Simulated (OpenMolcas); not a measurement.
# CH3ClFIn (SMILES [CH3][In]([F])[Cl]): a chain of runs

Aim: the energy (HF/ANO-R0), then a single-point energy (CASSCF(2,2)/ANO-R1), then an energy scan (CASPT2(2,2)/ANO-R1), then an energy scan (SC-NEVPT2(2,2)/ANO-R1), then the energy along one coordinate (MC-PDFT[tPBE](2,2)/ANO-R1) of CH3ClFIn. 

Program for the calculation: OpenMolcas 26.06.

## Step 1: The system as given

CH3ClFIn: 7 atoms, total charge 0, spin state singlet. As SMILES, `[CH3][In]([F])[Cl]`. The coordinates come from a PBE0-D4/def2-TZVP relaxation.

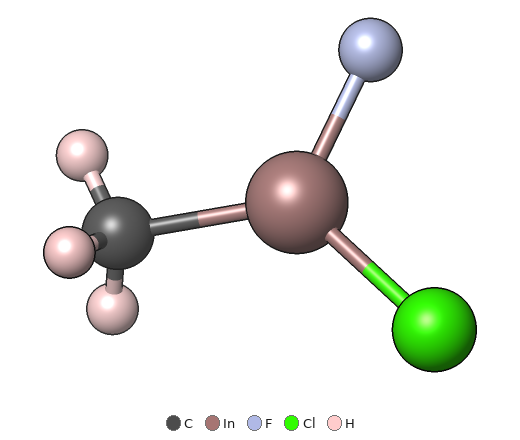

Viewed from a chosen angle; carbon dark grey, indium brown, fluorine light blue, chlorine green, hydrogen pink.

## Step 2: The energy at HF/ANO-R0 (sfX2C) (run 1)

The input, coord.xyz:

```xyz
7

C     -0.390800     0.951400     0.427300
In     0.391000    -0.846100    -0.384300
F      2.306000    -1.125500    -0.600500
Cl    -0.728400    -2.728700    -1.135500
H     -1.112900     1.373000    -0.270800
H     -0.891300     0.725700     1.368500
H      0.426300     1.650400     0.595200
```

The input, step1.inp:

```
>>> EXPORT MOLCAS_PRINT=2
&GATEWAY
Coord=coord.xyz
Basis=ANO-R0
Group=NoSym
&SEWARD
&SCF
PrOrbitals=0
&LOCALISATION
Occupied
Freeze
Pipek-Mezey
&LOCALISATION
FileOrb=$Project.LocOrb
Virtual
Pipek-Mezey
```

On the command line:

```console
$ export MOLCAS_MEM=1860
$ pymolcas step1.inp > step1.log
```

Output, cut to the lines that bear on the results:

```text
--- Start Module: gateway ---
[...]
--- Stop Module: gateway /rc=_RC_ALL_IS_WELL_ ---
[...]
      Basis functions           49
[...]
       Convergence after  13 Iterations
[...]
::    Total SCF energy                              -6478.0263929663
[...]
      Total spin, S                                     0.0000000000
[...]
      Total electronic charge=   84.000000
      Total            charge=   -0.000000
[...]
      Dipole Moment (debye):
      Origin of the operator (angstrom)=    0.3099   -1.0812   -0.4809
                   X= -1.1045E-01               Y=  1.6430E+00               Z=  7.0737E-01           Total=  1.7922E+00
      Quadrupole Moment (debye*angstrom):
[...]
--- Start Module: localisation ---
[...]
--- Stop Module: localisation /rc=_RC_ALL_IS_WELL_ ---
--- Start Module: localisation ---
[...]
--- Stop Module: localisation /rc=_RC_ALL_IS_WELL_ ---
[...]
```

Wall time 5.7 s (1 thread of Intel Xeon 6975P-C (Granite Rapids), shared host); peak memory 0.41 GiB.

## Step 3: The energy at CASSCF(2,2)/ANO-R1 (sfX2C, RICD fitting) (run 2)

coord.xyz is that of step 2.

The input, step2.input:

```
&GATEWAY
 Coord = coord.xyz
 Basis = ANO-R0
 Group = NoSym

&SEWARD

&RASSCF
 FileOrb = $CurrDir/step1.LocOrb
 Alter = 2
 1 33 42
 1 43 45
 Spin = 1
 Nactel = 2 0 0
 Inactive = 41
 Ras2 = 2
 OrbListing = Nothing
>>> COPY $Project.RunFile RUNFIL1
>>> COPY $Project.RasOrb INPORB

&GATEWAY
 Coord = coord.xyz
 Basis = ANO-R1
 Group = NoSym
 RICD

&SEWARD
>>> COPY $Project.RunFile RUNFIL2

&EXPBAS

&RASSCF
 FileOrb = $Project.ExpOrb
 Spin = 1
 Nactel = 2 0 0
 Inactive = 41
 Ras2 = 2
 OrbListing = Nothing
```

On the command line:

```console
$ export MOLCAS_MEM=1860
$ pymolcas step2.input > step2.log
```

Output, cut to the lines that bear on the results:

```text
--- Start Module: gateway ---
[...]
      Basis functions           49
[...]
      Number of active orbitals                  2
[...]
      Spin quantum number                      0.0
[...]
      Active orbitals                            2
[...]
      Number of CSFs                             3
[...]
      Number of root(s) required                 1
[...]
      Convergence after 14 iterations
[...]
      printout of CI-coefficients larger than  0.05 for root  1
      energy=   -6478.037171
      conf/sym  11     Coeff  Weight
             1  20   0.99567 0.99136
             3  02  -0.09297 0.00864
      Natural orbitals and occupation numbers for root  1
      sym 1:   1.982714   0.017286
      ************************************************************************************************************************
      *                                                    Final results                                                     *
[...]
::    RASSCF root number  1 Total energy:  -6478.03717123
[...]
      Basis functions          104
[...]
      Convergence after 16 iterations
[...]
::    RASSCF root number  1 Total energy:  -6478.52829818
[...]
      Total electronic charge=   84.000000
      Total            charge=   -0.000000
[...]
```

Run time: 20 s. Hardware: 1 thread of Intel Xeon 6975P-C (Granite Rapids), shared host; peak memory 0.41 GiB.

## Step 4: The energy along one coordinate at CASPT2(2,2)/ANO-R1 (sfX2C, RICD fitting, ipea shift 0.25 Eh, pt2 variant SS) (run 3)

The input, step3.inp:

```
* CH3ClFIn CASPT2
>>> COPY $CurrDir/step2.RasOrb $Project.RasOrb
>>> ForEach K in (1, 2, 3, 4, 5, 6, 7, 8, 9)
&GATEWAY
Coord
$CurrDir/point$K.xyz
Basis
ANO-R1
Group
NoSym
RICD
&SEWARD
&RASSCF
FileOrb
$Project.RasOrb
Spin
1
Nactel
2 0 0
Inactive
41
Ras2
2
OrbListing
Nothing
&CASPT2
Imaginary
0.2
Frozen
25
>>> EndDo
```

On the command line:

```console
$ export MOLCAS_MEM=1860
$ pymolcas step3.inp > step3.log
```

Output:

```text
--- Start Module: gateway ---

                                              &GATEWAY

                       available to each process: 1.9 GB of memory, 1 thread

++    Symmetry information:
      ---------------------

                    Character Table for C1

                             E
                    a        1  x, y, xy, Rz, z, xz, Ry, yz, Rx, I
--

++    Basis set information:
      ----------------------

      Basis set label: C.ANO-R...3S2P1D.

      Electronic valence basis set:
      ------------------
      Associated Effective Charge   6.000000 au
      Associated Actual Charge      6.000000 au
      Nuclear Model: Finite nucleus - Gaussian distribution
        Gaussian exponent, Xi/bohr**(-2):  6.80775E+08

      Shell  nPrim  nBasis  Cartesian Spherical Contaminant
         s      12       3        X
         p       7       2        X
         d       3       1                 X

      Basis set label: IN.ANO-R...6S5P3D1F.

      Electronic valence basis set:
      ------------------
      Associated Effective Charge  49.000000 au
      Associated Actual Charge     49.000000 au
      Nuclear Model: Finite nucleus - Gaussian distribution
        Gaussian exponent, Xi/bohr**(-2):  1.95486E+08

      Shell  nPrim  nBasis  Cartesian Spherical Contaminant
         s      23       6        X
         p      18       5        X
         d      12       3                 X
         f       6       1                 X

      Basis set label: F.ANO-R...3S2P1D.

      Electronic valence basis set:
      ------------------
      Associated Effective Charge   9.000000 au
      Associated Actual Charge      9.000000 au
      Nuclear Model: Finite nucleus - Gaussian distribution
        Gaussian exponent, Xi/bohr**(-2):  5.35469E+08

      Shell  nPrim  nBasis  Cartesian Spherical Contaminant
         s      13       3        X
         p       8       2        X
         d       4       1                 X

      Basis set label: CL.ANO-R...4S3P1D.

      Electronic valence basis set:
      ------------------
      Associated Effective Charge  17.000000 au
      Associated Actual Charge     17.000000 au
      Nuclear Model: Finite nucleus - Gaussian distribution
        Gaussian exponent, Xi/bohr**(-2):  3.84638E+08

      Shell  nPrim  nBasis  Cartesian Spherical Contaminant
         s      17       4        X
         p      11       3        X
         d       7       1                 X

      Basis set label: H.ANO-R...2S1P.

      Electronic valence basis set:
      ------------------
      Associated Effective Charge   1.000000 au
      Associated Actual Charge      1.000000 au
      Nuclear Model: Finite nucleus - Gaussian distribution
        Gaussian exponent, Xi/bohr**(-2):  2.12482E+09

      Shell  nPrim  nBasis  Cartesian Spherical Contaminant
         s       7       2        X
         p       4       1        X
--

++    Molecular structure info:
      -------------------------

                    ************************************************
                    **** Cartesian Coordinates / bohr, angstrom ****
                    ************************************************

     Center  Label                x              y              z                     x              y              z
        1      C1              -0.875397       1.877810       0.675139             -0.463240       0.993694       0.357268
        2      IN2              0.601991      -1.518973      -0.858563              0.318560      -0.803806      -0.454332
        3      F3               4.220817      -2.046963      -1.267122              2.233560      -1.083206      -0.670532
        4      CL4             -1.513368      -5.076572      -2.278125             -0.800840      -2.686406      -1.205532
        5      H5              -2.103076       2.594594      -0.511738             -1.112900       1.373000      -0.270800
        6      H6              -1.821205       1.451298       2.453749             -0.963740       0.767994       1.298468
        7      H7               0.668698       3.198728       0.992424              0.353860       1.692694       0.525168

                    ***************************************
                    *    InterNuclear Distances / bohr    *
                    ***************************************

               1 C1            2 IN2           3 F3            4 CL4           5 H5            6 H6
    1 C1       0.000000
    2 IN2      4.009121        0.000000
    3 F3       6.719197        3.679890        0.000000
    4 CL4      7.582361        4.375661        6.563653        0.000000
    5 H5       1.851932        4.935495        7.880753        7.893964        0.000000
    6 H6       2.059106        5.066143        7.911304        8.068363        3.190719        0.000000
    7 H7       2.056630        5.068265        6.726096        9.161795        3.210952        3.374700

               7 H7
    7 H7       0.000000

                    *******************************************
                    *    InterNuclear Distances / angstrom    *
                    *******************************************

[... 161 lines left out ...]
      Convergence after 10 iterations
[... 12 lines left out ...]
      conf/sym  11     Coeff  Weight
[... 14 lines left out ...]
      RASSCF energy for state  1                  -6478.51668778
[... 42 lines left out ...]
      Dipole Moment (debye):
[... 130 lines left out ...]
      Imaginary shift                            0.20
[... 51 lines left out ...]
      Total energy:           -6479.3709908838
[... 311 lines left out ...]
                                         RASSCF iterations: Energy and convergence statistics
[... 22 lines left out ...]
      energy=   -6478.528293
[... 11 lines left out ...]
++    Final optimization conditions:
[... 17 lines left out ...]
      Von Neumann Entropy (Root   1) =  0.06882
[... 117 lines left out ...]
 ###    WARNING: User changed nr of frozen orbitals.                         ###
[... 89 lines left out ...]
      Reference energy:       -6478.5282930997
[... 245 lines left out ...]
      Nuclear repulsion energy =  476.09258445
[... 90 lines left out ...]
      printout of CI-coefficients larger than  0.05 for root  1
[... 9 lines left out ...]
      *                                                    Final results                                                     *
[... 19 lines left out ...]
::    RASSCF root number  1 Total energy:  -6478.52404946
[... 106 lines left out ...]
      Spin density orbitals for root   1 are written to the SPDORB.1 file
[... 98 lines left out ...]
  FINAL CASPT2 RESULT:
[... 32 lines left out ...]
::    CASPT2 Root  1     Total energy:  -6479.37689832
[... 304 lines left out ...]
      Note: transformation to natural orbitals
[... 8 lines left out ...]
      Natural orbitals and occupation numbers for root  1
[... 20 lines left out ...]
      Final state energy(ies):
[... 108 lines left out ...]
      Natural orbitals for root   1 are written to the RASORB.1 file
[... 72 lines left out ...]
 Compute H0 matrices for state    1
[... 34 lines left out ...]
      Reference weight:           0.81147
[... 321 lines left out ...]
      Convergence after 11 iterations
[... 12 lines left out ...]
      conf/sym  11     Coeff  Weight
[... 14 lines left out ...]
      RASSCF energy for state  1                  -6478.46914977
[... 42 lines left out ...]
      Dipole Moment (debye):
[... 130 lines left out ...]
      Imaginary shift                            0.20
[... 50 lines left out ...]
      Total energy:           -6479.3183973555
[... 309 lines left out ...]
                                         RASSCF iterations: Energy and convergence statistics
[... 22 lines left out ...]
      energy=   -6478.429652
[... 11 lines left out ...]
++    Final optimization conditions:
[... 17 lines left out ...]
      Von Neumann Entropy (Root   1) =  0.37484
[... 117 lines left out ...]
 ###    WARNING: User changed nr of frozen orbitals.                         ###
[... 87 lines left out ...]
      Reference energy:       -6478.4296516454
[... 244 lines left out ...]
      Nuclear repulsion energy =  472.36161297
[... 90 lines left out ...]
      printout of CI-coefficients larger than  0.05 for root  1
[... 9 lines left out ...]
      *                                                    Final results                                                     *
[... 19 lines left out ...]
::    RASSCF root number  1 Total energy:  -6478.39621145
[... 104 lines left out ...]
      Spin density orbitals for root   1 are written to the SPDORB.1 file
[... 97 lines left out ...]
  FINAL CASPT2 RESULT:
[... 32 lines left out ...]
::    CASPT2 Root  1     Total energy:  -6479.23937109
[... 302 lines left out ...]
      Note: transformation to natural orbitals
[... 8 lines left out ...]
      Natural orbitals and occupation numbers for root  1
[... 20 lines left out ...]
      Final state energy(ies):
[... 106 lines left out ...]
      Natural orbitals for root   1 are written to the RASORB.1 file
[... 72 lines left out ...]
 Compute H0 matrices for state    1
[... 32 lines left out ...]
      Reference weight:           0.81238
[... 319 lines left out ...]
      Convergence after 10 iterations
[... 12 lines left out ...]
      conf/sym  11     Coeff  Weight
[... 14 lines left out ...]
      RASSCF energy for state  1                  -6478.36330369
[... 42 lines left out ...]
      Dipole Moment (debye):
[... 56 lines left out ...]
      NBO located      1.000 non-bonded electrons on atom IN2
      NBO located      1.000 non-bonded electrons on atom IN2
      NBO located      1.000 non-bonded electrons on atom IN2
      NBO located      1.000 non-bonded electrons on atom IN2
      NBO located      1.000 non-bonded electrons on atom IN2
      NBO located      1.000 non-bonded electrons on atom F3
      NBO located      0.999 non-bonded electrons on atom CL4
      NBO located      1.000 non-bonded electrons on atom CL4
      NBO located      1.000 non-bonded electrons on atom CL4
      NBO located      1.000 non-bonded electrons on atom CL4
      NBO located      1.000 non-bonded electrons on atom CL4
      The remaining   13.396 electrons are to be considered as diffuse
--

--

      Average orbitals are written to the RASORB file
      Natural orbitals for root   1 are written to the RASORB.1 file
      Spin density orbitals for root   1 are written to the SPDORB.1 file

--- Stop Module: rasscf /rc=_RC_ALL_IS_WELL_ ---
--- Module rasscf spent 3 seconds ---

--- Start Module: caspt2 ---

                                              &CASPT2

                       available to each process: 1.9 GB of memory, 1 thread

 ###############################################################################
 ###    WARNING: User changed nr of frozen orbitals.                         ###
 ###############################################################################

++    Wave function specifications:
      -----------------------------

      Number of closed shell electrons          32
      Number of electrons in active shells       2
      Max number of holes in RAS1 space          0
      Max number of electrons in RAS3 space      0
      Number of inactive orbitals               16
      Number of active orbitals                  2
      Number of secondary orbitals              61
      Spin quantum number                      0.0
      State symmetry                             1
      Number of CSFs                             3
      Number of CASSCF root(s) available         1
      CASPT2 state passed to geometry opt.       1
      A file JOBMIX will be created
      This is a CASSCF or RASSCF reference function
--

++    Orbital specifications:
      -----------------------

      Symmetry species                           1
                                                 a
      Frozen orbitals                           25
      Inactive orbitals                         16
      Active orbitals                            2
      Secondary orbitals                        61
      Deleted orbitals                           0
      Number of basis functions                104
--

++    CASPT2 specifications:
      ----------------------

      Type of calculation                        SS-CASPT2
      Fock operator                              state-specific
      IPEA shift                                 0.25
      Real shift                                 0.00
      Imaginary shift                            0.20
      The input orbitals will be transformed to quasi-canonical
--

--------------------------------------------------------------------------------
 Estimated memory requirements:
  POLY3 :                   250070
  RHS:                      789316
  SIGMA :                   764352
  PRPCTL:                        0
 Available workspace:    232485298

++ CASPT2 computation for group   1

********************************************************************************
 Multi-State initialization phase begins for group   1
--------------------------------------------------------------------------------
********************************************************************************
 Compute H0 matrices for state    1
--------------------------------------------------------------------------------
--------------------------------------------------------------------------------
 H0 matrices have been computed.

********************************************************************************
  CASPT2 EQUATION SOLUTION
--------------------------------------------------------------------------------

  Total nr of CASPT2 parameters:
   Before reduction:      643535
   After  reduction:      633165

 Variance of |WF0>:       3.8027956716

 The contributions to the second order correlation energy in atomic units.
-----------------------------------------------------------------------------------------------------------------------------
  IT.      VJTU        VJTI        ATVX        AIVX        VJAI        BVAT        BJAT        BJAI        TOTAL       RNORM
-----------------------------------------------------------------------------------------------------------------------------
   1    -0.000000   -0.000055   -0.000000   -0.006280   -0.007809   -0.000202   -0.033988   -0.785912   -0.834245    0.001413
   2    -0.000000   -0.000056   -0.000000   -0.006331   -0.007814   -0.000202   -0.034029   -0.785924   -0.834356    0.000160
   3    -0.000000   -0.000056   -0.000000   -0.006331   -0.007813   -0.000202   -0.034028   -0.785922   -0.834353    0.000023
   4    -0.000000   -0.000056   -0.000000   -0.006331   -0.007813   -0.000202   -0.034028   -0.785922   -0.834352    0.000003
-----------------------------------------------------------------------------------------------------------------------------

  FINAL CASPT2 RESULT:

      Reference energy:       -6478.3633036913
      E2 (Non-variational):      -0.8343515808
      Shift correction:          -0.0032930702
      E2 (Variational):          -0.8376446510
      Total energy:           -6479.2009483423
      Residual norm:              0.0000003736
      Reference weight:           0.81346

      Contributions to the CASPT2 correlation energy
      Active & Virtual Only:         -0.0002021835
      One Inactive Excited:          -0.0403585297
      Two Inactive Excited:          -0.7937908676

++ Denominators, etc.
--------------------------------------------------------------------------------------------------------------
 Report on small energy denominators, large coefficients, and large energy contributions.
CASE  SYMM ACTIVE-MIX  NON-ACTIVE INDICES          DENOMINATOR     RHS VALUE       COEFFICIENT     CONTRIBUTION
ATVX     1  Mu1.0001  Se1.044                       0.29880269      0.00000141      0.00024130      0.00000000
BJAIP    1  Se1.060 In1.040 Se1.060 In1.040         2.38531188      0.06559643     -0.02731043     -0.00179147
BJAIP    1  Se1.061 In1.040 Se1.061 In1.040         2.40713777      0.08240843     -0.03400154     -0.00280201
[... 5 lines of this table left out ...]
BJAIM    1  Se1.061 In1.040 Se1.061 In1.041         2.39592948      0.12926014     -0.05357774     -0.00692547
--

   (Skipping property calculation,
    use PROP keyword to activate)
--

  Total CASPT2 energies:
::    CASPT2 Root  1     Total energy:  -6479.20094834

  A NEW JOBIPH FILE NAMED 'JOBMIX' IS PREPARED.
********************************************************************************
--- Stop Module: caspt2 /rc=_RC_ALL_IS_WELL_ ---
--- Module caspt2 spent 1 second ---

>>> END FOREACH

.##################.
.# Happy landing! #.
.##################.

    Timing: Wall=133.98 User=123.12 System=10.64
```

Wall time 2.2 min (1 thread of Intel Xeon 6975P-C (Granite Rapids), shared host); peak memory 0.28 GiB.

The scan, from its lowest point:

```
H5–C1 (Å)  energy (kJ/mol)
    0.980             28.7
    1.089              0.0
    1.198             13.2
    1.362             70.4
    1.579            166.8
    1.852            278.2
    2.179            374.3
    2.614            442.6
    3.268            475.2
```

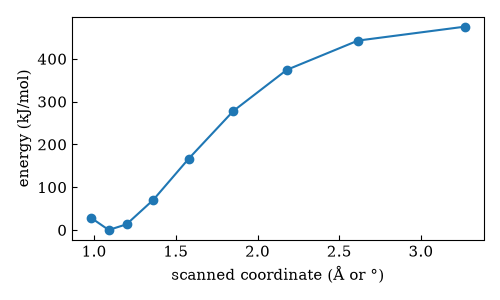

Energy along the scan.

[end of part 1 of 3]
